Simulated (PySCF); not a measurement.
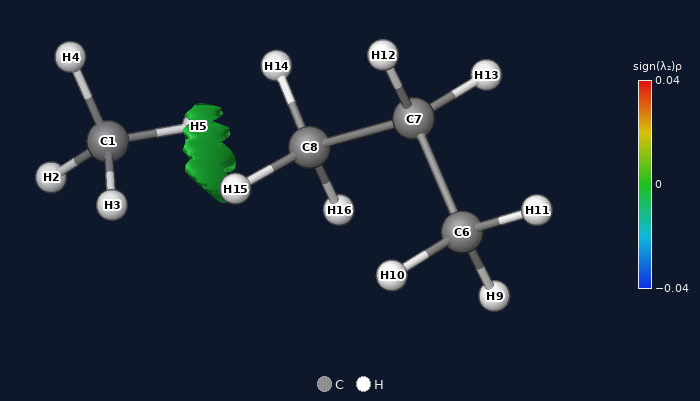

*C4H12, SMILES `C.CCC`. Non-covalent interaction surfaces between the fragments (reduced density gradient s = 0.4, coloured by sign(λ₂)ρ in a.u.; trimmed to the region between the fragments where ρ is under 0.06 a.u.). Fragment A: H4C (atoms 1–5); fragment B: H8C3.*

Computed with PySCF, r2SCAN/6-311G**, geometry: GFN2-xTB.

Coordinates in Å:

```
C1      -3.6894    0.1392    0.0609
H2      -4.6534    0.6309    0.0572
H3      -2.9642    0.7597   -0.4486
H4      -3.7685   -0.8130   -0.4470
H5      -3.3711   -0.0227    1.0823
C6       2.5507    0.5567    0.0444
C7       1.5743   -0.6117    0.1035
C8       0.1494   -0.1683   -0.2040
H9       2.2692    1.3235    0.7633
H10      2.5506    1.0025   -0.9481
H11      3.5616    0.2265    0.2726
H12      1.8796   -1.3758   -0.6151
H13      1.6070   -1.0614    1.0985
H14     -0.5367   -1.0102   -0.1497
H15      0.0916    0.2586   -1.2032
H16     -0.1757    0.5860    0.5095
```

**Which interactions hold the two fragments together?**

Bond critical points between the fragments: H3···C8, 3.26 Å, ρ = 0.003 a.u., a bond path close to vanishing (ellipticity 1.6). It is weak and appears green (van der Waals range). The pose is a local one from a semi-empirical search, not shown to be the most stable.

**How strongly are they bound?**

The counterpoise-corrected interaction energy of the frozen fragments is −0.3 kcal/mol without dispersion correction and −0.6 kcal/mol with D3(BJ). The pair geometry is semi-empirical, not a minimum at this level.

The PySCF run took 3 min on 1 thread of Intel(R) Xeon(R) Processor @ 2.50GHz (Skylake/Cascade Lake), with other jobs on the host, peak memory 0.6 GiB.
